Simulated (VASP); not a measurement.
Given:

```yaml
crystal:
  lattice:
    - [0.00000, 2.37552, 2.37552]
    - [2.37552, 0.00000, 2.37552]
    - [2.37552, 2.37552, 0.00000]
  atoms:
    - { symbol: Ta, position: [0.00000, 0.00000, 0.00000] }
    - { symbol: O, position: [0.25000, 0.25000, 0.25000] }
```

These are PBEsol GGA, VASP's PBE PAW potentials (set 64) (plane waves; VASP) values and carry that method's errors. Settings: 520 eV cut-off, 15×15×15 Γ-centred mesh, tetrahedra with Blöchl corrections, potentials Ta_pv O.

Unless said otherwise, spin-orbit coupling is left out, though it shifts the bands of the heavy elements here.

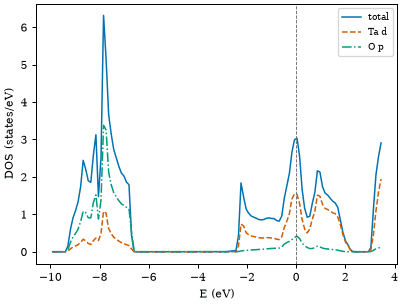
Figure. Total and projected density of states, zero at the Fermi level

Within 2 eV below the Fermi level the largest weight inside VASP's projection spheres is Ta d, then O p.

It has no gap at this level: it comes out as a metal or semimetal.

The structure was generated: TaO was put into the zinc blende type (F-43m), which need not be its known phase. It was relaxed first, which changed the volume by -34 %. The electron count is odd and the run is not spin-polarised, which forces a metal.
